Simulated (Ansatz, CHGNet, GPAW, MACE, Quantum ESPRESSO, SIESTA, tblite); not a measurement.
**Other levels on random packing of 71HfO2-29Hf3N4 (mol %) (71 atoms)**

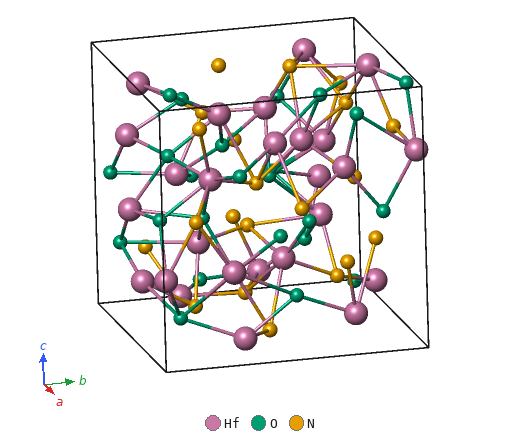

The cell (hafnium pink, oxygen teal, nitrogen orange). Bonds to atoms that aren't drawn are left out. Some periodic images of atoms are drawn too.

Density of this cell: 9.35 g/cm³. The cell holds 71 atoms: 27 Hf, 24 O and 20 N. Its edges and angles: a = 9.912 Å, b = 9.912 Å, c = 9.912 Å, α = 90.0°, β = 90.0°, γ = 90.0°. 71 atoms (27 Hf, 24 O, 20 N) packed at random in a cube at 9.35 g/cm³ and pushed apart as soft spheres, cations and anions kept from their own kind; a start for melting by ab initio MD, not an equilibrated structure. Then every atom was moved at random, 0.02 Å r.m.s. a Cartesian component.

Geometry: as built.

The reference, a calculation:

```
method                 : Kohn-Sham DFT, PBE, SSSP efficiency 1.3.0 pseudopotentials, plane waves (Quantum ESPRESSO 7.5); sssp-pbe-1.3.0-efficiency, cutoffs 60/480 Ry, Γ point
r.m.s. force component : 2.336 eV/Å
longest force          : 8.896 eV/Å
pressure               : -12.9 GPa
time                   : 7.6 min on 4 MPI ranks of Arm Neoverse V1, shared host
CPU time               : 30 min
```

Runs, in no order:
A. SIESTA PBE, DZP, shift 0.01 Ry, mesh 500 Ry: Kohn-Sham DFT, PBE, PseudoDojo 0.4.1 norm-conserving pseudopotentials (converted to PSML), numerical atomic orbitals (DZP), diagonalisation
B. SIESTA PBE, SZ, shift 0.01 Ry, mesh 500 Ry: Kohn-Sham DFT, PBE, PseudoDojo 0.4.1 norm-conserving pseudopotentials (converted to PSML), numerical atomic orbitals (SZ), diagonalisation
C. GPAW PBE, plane waves 600 eV: Kohn-Sham DFT, PBE, PAW, plane waves
D. tblite GFN1-xTB: GFN1-xTB tight binding, diagonalisation
E. MACE MP-0b2 small potential: machine-learned interatomic potential MACE MP-0b2 small, trained on PBE(+U) plane-wave data

Q: Order them from the smallest to the largest r.m.s. force difference.

C, A, B, E, D.

```csv
run,"Δ force, r.m.s. (meV/Å)",share of r.m.s. force (%),CPU time
"C. GPAW PBE, plane waves 600 eV",19.7,0.845,17 min
"A. SIESTA PBE, DZP, shift 0.01 Ry, mesh 500 Ry",89.7,3.84,16 min
"B. SIESTA PBE, SZ, shift 0.01 Ry, mesh 500 Ry",353,15.1,5.6 min
E. MACE MP-0b2 small potential,635,27.2,8.2 s
D. tblite GFN1-xTB,1224,52.4,5.2 s
```

Periodic xTB results under one method name differ between programs and library versions. Machine-learned potentials mimic data converged in k, so the reference's own k-point error enters their differences. The electronic-structure runs sample only Γ, in a cell whose shortest periodic width is 10 Å, which is coarse for a cell with partly filled levels.

[Logs are printed without paths, hosts, clocks, repeated set-up lines and the standing remarks that a program may print on its own settings, such as how far it seeks lower states.]

[Hosts, paths, dates, database ids (printed as entryN), source tags and the programs' standing remarks are cut or masked in the printed files.]
